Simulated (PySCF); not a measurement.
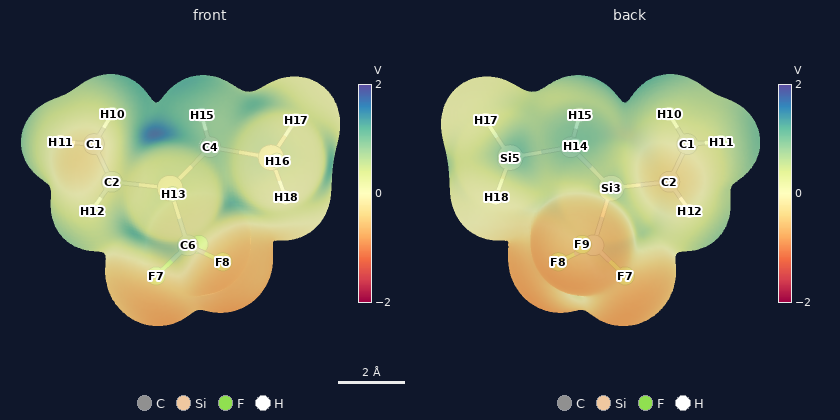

Figure 1: C₄H₉F₃Si₂. The molecular electrostatic potential painted on the density surface at 0.002 e/bohr³, seen from the front and from behind; the colour scale runs from red (negative) to blue (positive).

Geometry: GFN2-xTB.

Level of theory: PBE0/pcSseg-1, SCF density, gas phase, non-relativistic in PySCF 2.14.0.

```xyz
18

C     2.8401   -0.9811   -0.4548
C     2.1951    0.0575    0.0574
Si    0.3412    0.1142    0.3781
C    -0.7072   -0.9600   -0.7693
Si   -2.6071   -0.7371   -0.6533
C    -0.1490    1.9643   -0.0078
F     0.7516    2.8569    0.4557
F    -1.3299    2.3120    0.5481
F    -0.2751    2.2197   -1.3280
H     2.3270   -1.8865   -0.7355
H     3.9064   -0.9750   -0.6183
H     2.7708    0.9388    0.3180
H     0.0224   -0.0259    1.8037
H    -0.4068   -0.7704   -1.8015
H    -0.4672   -2.0044   -0.5724
H    -3.0175   -0.9616    0.7335
H    -3.2192   -1.7503   -1.5193
H    -2.9846    0.5952   -1.1106
```

Q: Describe the electrostatic potential map.

A: The most negative region (about −0.8 V) lies over F7, F8 and F9, the most positive (about +1.5 V) over Si3.
